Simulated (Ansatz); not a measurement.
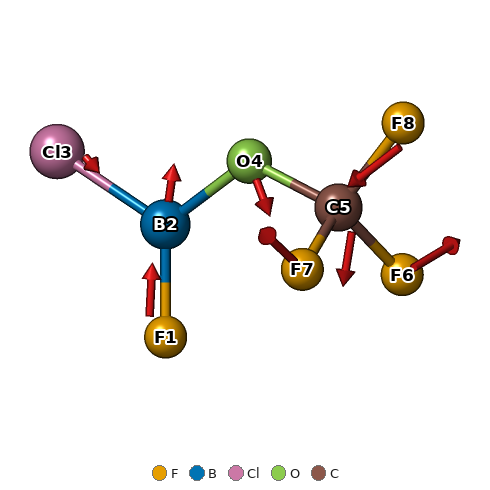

The arrows show one normal mode. Harmonic vibrations computed with RKS PBE0-D4/def2-TZVP (Ansatz 0.2.0) at a stationary point of the same level.

> At what wavenumber does it lie?

568 cm⁻¹; it is mode 8 of 18 counted from the lowest.
